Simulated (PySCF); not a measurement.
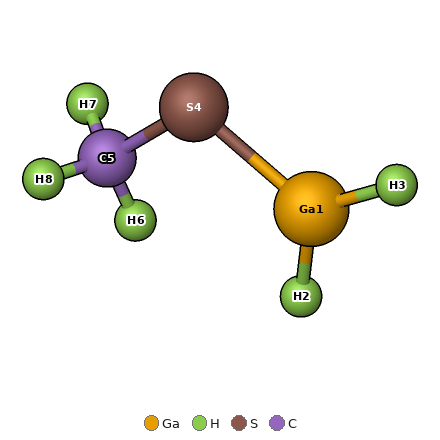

CH₅GaS (GaH2(SMe)), SMILES [H][Ga]([H])[S]C, singlet. Vertical core-electron binding energies by ΔSCF (SCAN, pcX-2 on the ionised atom (unc-x2c-TZVPall on a metal), pcseg-1 elsewhere, spin-free X2C; PySCF, at a PBE0-D3(BJ)/def2-SVP geometry (no frequency check)), gas phase, against the vacuum level. One atom of each kind was ionised; within a panel, areas follow the number of like atoms and 2j + 1 (2p levels are split by first-order spin-orbit coupling, an approximation), each panel is scaled alone, Gaussians of 0.4 eV full width. Only the regions named are shown.

### Predict the S 2p and S 1s photoelectron lines.

| level | atoms | binding energy (eV) |
| --- | --- | --- |
| S 2p1/2 | S4 | 169.9 |
| S 2p3/2 | S4 | 168.6 |
| S 1s | S4 | 2476.5 |

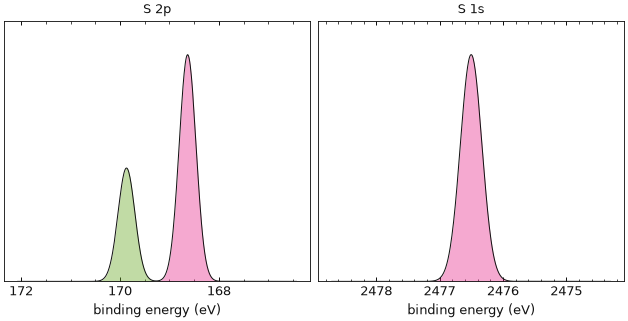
